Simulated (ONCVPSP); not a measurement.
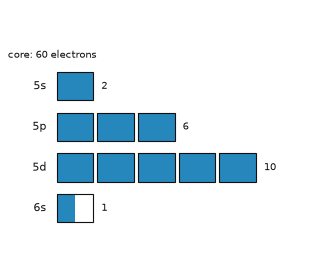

Figure 1. The valence shells of the reference configuration: a box for each of the 2l + 1 orbitals, shaded by the share of the shell that is filled, with the electron count at the right.

Run report: Au, pseudopotential generation

Gold (Au, Z = 79), core [Kr] 4d10 4f14, reference valence 5s2 5p6 5d10 6s1, valence charge 19. Computed at this level: ONCV potential, LDA (Perdew-Zunger), scalar-relativistic, made with ONCVPSP 4.0.1.

Input file:
```
# ATOM AND REFERENCE CONFIGURATION
# atsym  z   nc   nv     iexc    psfile
  Au 79.00   10    4        3      upf
#
#   n    l    f
    1    0    2.00
    2    0    2.00
    2    1    6.00
    3    0    2.00
    3    1    6.00
    3    2   10.00
    4    0    2.00
    4    1    6.00
    4    2   10.00
    4    3   14.00
    5    0    2.00
    5    1    6.00
    5    2   10.00
    6    0    1.00
#
# PSEUDOPOTENTIAL AND OPTIMIZATION
# lmax
    2
#
#   l,   rc,      ep,       ncon, nbas, qcut
    0    1.55    0.00    4    8    8.80
    1    1.20    0.00    4    8    7.50
    2    1.75    0.00    5    9   10.80
#
# LOCAL POTENTIAL
# lloc, lpopt,  rc(5),   dvloc0
    4    5    1.00    3.00
#
# VANDERBILT-KLEINMAN-BYLANDER PROJECTORs
# l, nproj, debl
    0    2    3.50
    1    1    2.70
    2    1    1.80
#
# MODEL CORE CHARGE
# icmod, fcfact, rcfact
    3    5.00    1.45
#
# LOG DERIVATIVE ANALYSIS
# epsh1, epsh2, depsh
   -5.00    5.00    0.04
#
# OUTPUT GRID
# rlmax, drl
    6.00    0.01
#
# TEST CONFIGURATIONS
# ncnf
    4
# nvcnf
#   n    l    f
    4
    5    0    2.00
    5    1    6.00
    5    2   10.00
    6    0    0.00
#
    4
    5    0    2.00
    5    1    6.00
    5    2    9.00
    6    0    0.00
#
    4
    5    0    2.00
    5    1    6.00
    5    2    8.00
    6    0    0.00
#
    5
    5    0    2.00
    5    1    6.00
    5    2    9.00
    6    0    1.00
    6    1    1.00
#
```

Hardware: 1 CPU thread, shared host.

Command:
```bash
oncvpsp.x < Au.dat > Au.out
```

Log (extracts):
```
ONCVPSP  (Optimized Norm-Conservinng Vanderbilt PSeudopotential)
scalar-relativistic version 4.0.1

#   n    l    f        energy (Ha)
    1    0    2.00    -2.9665404E+03
    2    0    2.00    -5.2345867E+02
    2    1    6.00    -4.5265669E+02
    3    0    2.00    -1.2353758E+02
    3    1    6.00    -1.0300709E+02
    3    2   10.00    -8.1054105E+01
    4    0    2.00    -2.6789819E+01
    4    1    6.00    -2.0056563E+01
    4    2   10.00    -1.1975832E+01
    4    3   14.00    -2.9984956E+00
    5    0    2.00    -3.9975930E+00
    5    1    6.00    -2.2072168E+00
    5    2   10.00    -2.6154473E-01
    6    0    1.00    -2.2381113E-01

Reference configufation results
  iterations    29
  all-electron total energy (Ha)   -1.90013717D+04

Begin loop to  construct optimized pseudo wave functions
and semi-local pseudopoentials for all angular momenta

Calculating optimized projector #   1

 for l=   0

    Fraction of norm inside rc  0.966496
    Optimizing pswf for qcut=   8.80 a_B^-1,  ecut=  38.72 Ha
    Residual kinetic energy error=  5.58D-07 Ha

    Energy error per electron        Cutoff
         Ha          eV             Ha
         0.01000     0.27211       20.95
         0.00100     0.02721       26.70
         0.00010     0.00272       31.14
         0.00001     0.00027       34.56

Calculating optimized projector #   2

 for l=   0

    Fraction of norm inside rc  0.070279
    Optimizing pswf for qcut=   8.80 a_B^-1,  ecut=  38.72 Ha
    Residual kinetic energy error=  9.64D-07 Ha

    Energy error per electron        Cutoff
         Ha          eV             Ha
         0.01000     0.27211       17.31
         0.00100     0.02721       25.06
         0.00010     0.00272       30.47
         0.00001     0.00027       34.76

Calculating optimized projector #   1

 for l=   1

    Fraction of norm inside rc  0.678994
    Optimizing pswf for qcut=   7.48 a_B^-1,  ecut=  28.00 Ha
    Residual kinetic energy error=  4.19D-03 Ha

    Energy error per electron        Cutoff
         Ha          eV             Ha
         0.01000     0.27211       23.74
         0.00100     0.02721       80.14
         0.00010     0.00272      140.29
         0.00001     0.00027      185.31

Calculating optimized projector #   1

 for l=   2

    Fraction of norm inside rc  0.658137
    Optimizing pswf for qcut=  10.79 a_B^-1,  ecut=  58.24 Ha
    Residual kinetic energy error=  2.14D-08 Ha

    Energy error per electron        Cutoff
         Ha          eV             Ha
         0.01000     0.27211       15.50
         0.00100     0.02721       20.07
         0.00010     0.00272       36.91
         0.00001     0.00027       44.96

Construct Vanderbilt / Kleinmman-Bylander projectors

B matrix Hermiticity error, ll=   0
   1   2    6.5865E-04

  Orthonormal projector coefficients  1.7046E+01  2.3926E+00

Model core correction analysis
  based on d2Exc/dn_idn_j

d2excae - all-electron derivatives

   -2.665087D-02   -2.333014D-02   -1.220494D-02   -1.697459D-03
   -2.333033D-02   -2.280505D-02   -1.467371D-02   -2.586906D-03
   -1.220517D-02   -1.467345D-02   -1.582243D-02   -9.712735D-03
   -1.697606D-03   -2.586909D-03   -9.711483D-03   -2.325189D-02

d2excps - pseudofunction derivatives with no core correction

   -4.712889D-02   -3.435306D-02   -1.574520D-02   -3.276135D-03
   -3.435417D-02   -3.071280D-02   -1.781116D-02   -3.336997D-03
   -1.574576D-02   -1.781164D-02   -1.723697D-02   -9.943111D-03
   -3.276456D-03   -3.336980D-03   -9.941259D-03   -2.338824D-02

rms 2nd derivative error    6.972751E-03

rmatch, rhocmatch    0.7917   19.9261

Teter function model core charge with specified parameters

d2excps - pseudofunction derivatives with core correction

   -2.577314D-02   -2.204892D-02   -1.161320D-02   -1.824653D-03
   -2.204907D-02   -2.206235D-02   -1.440228D-02   -2.614087D-03
   -1.161334D-02   -1.440191D-02   -1.565526D-02   -9.730575D-03
   -1.824653D-03   -2.613755D-03   -9.728739D-03   -2.327304D-02

rms 2nd derivative error    5.871429E-04

Pseudoatom total energy -137.827978

Diagnostic tests using Vanderbilt-Kleinman-Bylander pseudopotentials
  1 or more projectors used as specified by nproj input data

   l    rcore       rmatch      e in        delta e   norm test  slope test

   0   1.5565136   1.6037727  -3.9975930   0.0000054   1.0002896   1.0002689
   0   1.5565136   1.6037727  -0.2238111   0.0000055   1.0000504   1.0000402

   1   1.2034824   1.2400227  -2.2072168  -0.0000386   0.9999930   1.0000283

   2   1.7543350   1.8076004  -0.2615447  -0.0000022   0.9999992   1.0000083

 Testing for bound ghosts
   n   l    E NL Schr. Eq   E Basis Diag.   E Cutoff

   1   0       -3.997588       -3.997585    109.40
   2   0       -0.223806       -0.170074    109.40

   2   1       -2.207255       -2.206942    153.56

   3   2       -0.261547       -0.259503    111.95

 Testing for highly-localized positive-energy ghosts
       l    <radius>/rc     E Basis Diag.   E Cutoff

       0        0.934471        5.155188    109.40  WARNING - GHOST(+)

Test configuration 0

   n   l     f        eae           eps        diff
   1   0  2.0000-2966.54040975
   2   0  2.0000 -523.45867087
   2   1  6.0000 -452.65668964
   3   0  2.0000 -123.53758367
   3   1  6.0000 -103.00708855
   3   2 10.0000  -81.05410526
   4   0  2.0000  -26.78981932
   4   1  6.0000  -20.05656294
   4   2 10.0000  -11.97583221
   4   3 14.0000   -2.99849556
   5   0  2.0000   -3.99759300   -3.99758758    5.42D-06
   5   1  6.0000   -2.20721679   -2.20725536   -3.86D-05
   5   2 10.0000   -0.26154473   -0.26154693   -2.21D-06
   6   0  1.0000   -0.22381113   -0.22380565    5.47D-06

    Total energies and differences
      AE_ref= -1.90013717D+04  AE_tst= -1.90013717D+04  dif=  0.00D+00
      PS_ref= -1.37827978D+02  PS_tst= -1.37827978D+02  dif=  5.68D-14
      PSP excitation error= -5.68D-14

Test configuration 1

   n   l     f        eae           eps        diff
   1   0  2.0000-2966.85533361
   2   0  2.0000 -523.77071946
   2   1  6.0000 -452.96881001
   3   0  2.0000 -123.85042650
   3   1  6.0000 -103.31993427
   3   2 10.0000  -81.36666109
   4   0  2.0000  -27.10313933
   4   1  6.0000  -20.36989216
   4   2 10.0000  -12.28909690
   4   3 14.0000   -3.31187214
   5   0  2.0000   -4.31248746   -4.31359610   -1.11D-03
   5   1  6.0000   -2.52368121   -2.52400600   -3.25D-04
   5   2 10.0000   -0.57402831   -0.57397216    5.62D-05

    Total energies and differences
      AE_ref= -1.90013717D+04  AE_tst= -1.90010125D+04  dif=  3.59D-01
      PS_ref= -1.37827978D+02  PS_tst= -1.37468589D+02  dif=  3.59D-01
      PSP excitation error= -1.85D-04

Test configuration 2

   n   l     f        eae           eps        diff
   1   0  2.0000-2967.34306174
   2   0  2.0000 -524.25979550
   2   1  6.0000 -453.45784256
   3   0  2.0000 -124.33839062
   3   1  6.0000 -103.80789220
   3   2 10.0000  -81.85487544
   4   0  2.0000  -27.59053290
   4   1  6.0000  -20.85724153
   4   2 10.0000  -12.77642350
   4   3 14.0000   -3.79878704
   5   0  2.0000   -4.79434899   -4.79475242   -4.03D-04
   5   1  6.0000   -2.99922131   -2.99918293    3.84D-05
   5   2  9.0000   -1.01526059   -1.01509046    1.70D-04

    Total energies and differences
      AE_ref= -1.90013717D+04  AE_tst= -1.90002223D+04  dif=  1.15D+00
      PS_ref= -1.37827978D+02  PS_tst= -1.36678440D+02  dif=  1.15D+00
      PSP excitation error= -1.96D-04

Test configuration 3

   n   l     f        eae           eps        diff
   1   0  2.0000-2967.89357915
   2   0  2.0000 -524.81209096
   2   1  6.0000 -454.01012401
   3   0  2.0000 -124.88810369
   3   1  6.0000 -104.35759648
   3   2 10.0000  -82.40508686
   4   0  2.0000  -28.13865362
   4   1  6.0000  -21.40521276
   4   2 10.0000  -13.32426670
   4   3 14.0000   -4.34576778
   5   0  2.0000   -5.33170839   -5.33151098    1.97D-04
   5   1  6.0000   -3.52716425   -3.52678950    3.75D-04
   5   2  8.0000   -1.50366581   -1.50339803    2.68D-04

    Total energies and differences
      AE_ref= -1.90013717D+04  AE_tst= -1.89989667D+04  dif=  2.40D+00
      PS_ref= -1.37827978D+02  PS_tst= -1.35422747D+02  dif=  2.41D+00
      PSP excitation error= -2.67D-04

Test configuration 4

   n   l     f        eae           eps        diff
   1   0  2.0000-2966.72523839
   2   0  2.0000 -523.64649252
   2   1  6.0000 -452.84435955
   3   0  2.0000 -123.72460833
   3   1  6.0000 -103.19409776
   3   2 10.0000  -81.24143380
   4   0  2.0000  -26.97646316
   4   1  6.0000  -20.24319378
   4   2 10.0000  -12.16251418
   4   3 14.0000   -3.18489724
   5   0  2.0000   -4.18010660   -4.17479010    5.32D-03
   5   1  6.0000   -2.38417090   -2.37989918    4.27D-03
   5   2  9.0000   -0.40992341   -0.40647862    3.44D-03
   6   0  1.0000   -0.30990070   -0.30727819    2.62D-03
   6   1  1.0000   -0.08415754   -0.08579228   -1.63D-03

    Total energies and differences
      AE_ref= -1.90013717D+04  AE_tst= -1.90010954D+04  dif=  2.76D-01
      PS_ref= -1.37827978D+02  PS_tst= -1.37555152D+02  dif=  2.73D-01
      PSP excitation error=  3.45D-03
```

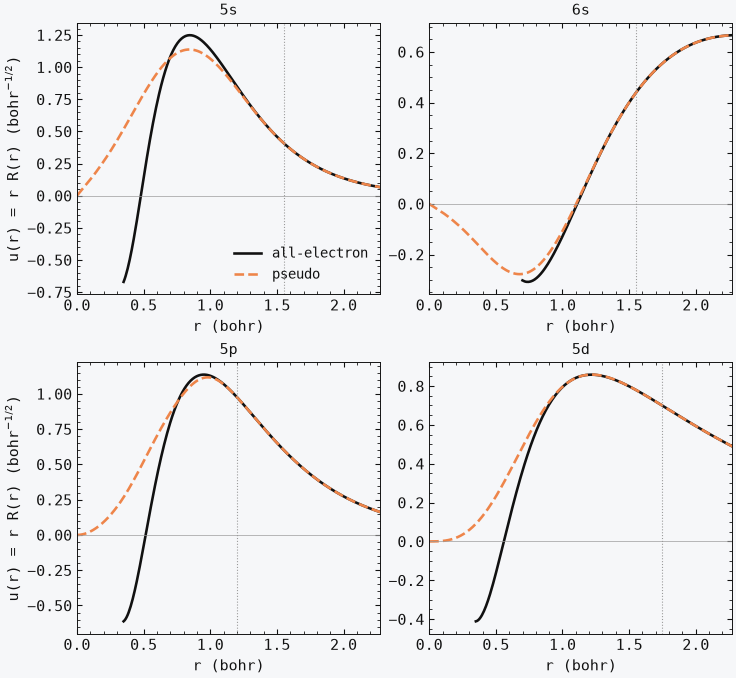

Figure 2. All-electron valence functions (solid) with their pseudo partners (dashed). Dotted lines mark the matching radii. The innermost oscillations of some all-electron curves aren't drawn. Pseudo-waves: 5s has no node; 6s has a node at about 1.1 bohr; 5p has no node; 5d has no node. A node in 6s is expected, since a lower shell of the same l is also in the valence and the two must stay orthogonal.

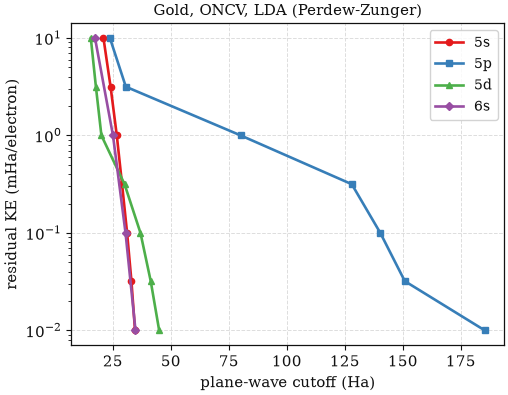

Figure 3. Residual kinetic energy of the pseudo-waves (the first of each channel, and further valence shells) beyond the plane-wave cutoff, as the generator prints it.

- Hardest wave at 1 mHa per electron: 5p, with rc = 1.20 bohr and qcut = 7.5 1/bohr. The optimisation minimises, but can't always remove, the kinetic energy above qcut²/2 = 28.1 Ha, and a larger rc would as a rule soften the wave at some cost in transferability.
- Cutoffs for the occupied states: 80 Ha for 1 mHa and 140 Ha for 0.1 mHa per electron. The first is set by 5p.
- Cutoffs for 1 mHa per electron: 5p: 80 Ha; 5s: 27 Ha; 6s: 25 Ha; 5d: 20 Ha.

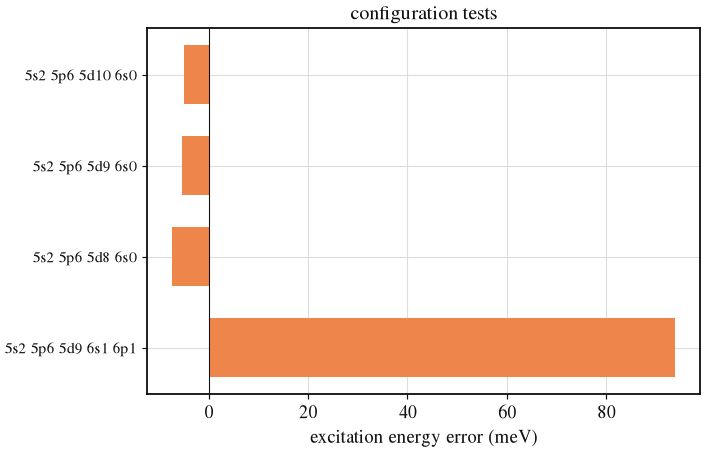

Figure 4. Errors, all-electron minus pseudo, of the energies of valence configurations relative to the unpolarised reference 5s2 5p6 5d10 6s1.

- Worst configuration: 5s2 5p6 5d9 6s1 6p1 (neutral): the error is +94 meV on an all-electron energy of +7.52 eV relative to the reference, or 1.2 %.
- Configurations within 10 meV and within 50 meV: 3 and 3 of 4.

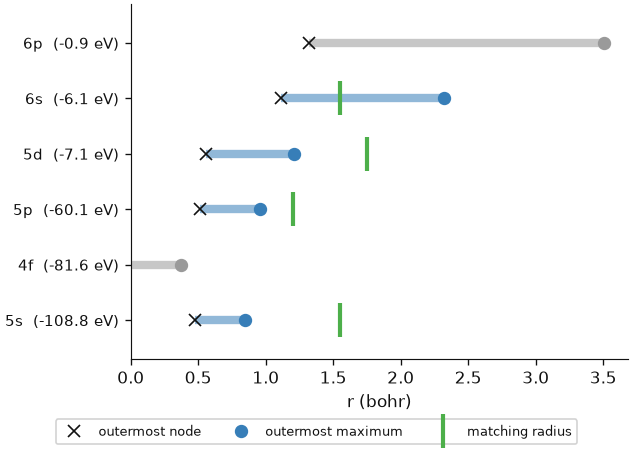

Figure 5. Outer shells of the all-electron reference atom: each bar runs from the outermost node (or the nucleus) to the outermost maximum of u(r); the tick is the radius chosen for the pseudo-wave. Shells without a tick have no pseudo-wave of their own. Levels, nodes and maxima are from ld1.x, scalar-relativistic.

- Radii against the shells: 5s: 1.55 bohr, outside the maximum; 5p: 1.20 bohr, outside the maximum; 5d: 1.75 bohr, outside the maximum; 6s: 1.55 bohr, between node and maximum.

Key numbers:

- outcome: generated
- cutoffs needed: 80 Ha and 140 Ha (the cutoffs at which the residual kinetic energy of the hardest occupied pseudo-wave falls to 1 and 0.1 mHa per electron)
- ghost test: no bound ghost flagged; GHOST(+) flagged for s at 140.3 eV
- largest excitation error: +94 meV (all-electron minus pseudo) for 5s2 5p6 5d9 6s1 6p1, out of 4 test configurations
- rms error of d²Exc/dni dnj: 6.97 mHa without and 0.59 mHa with the model core
- range over which the phases arctan(r R′/R) at the test radius agree within 0.05 rad (a looser test near the poles than one of phase shifts): s: up to about 4.7 Ha; p: up to about 1.9 Ha; d: up to about 2.6 Ha; f: not judged, local potential alone
- wall time: 4.3 s
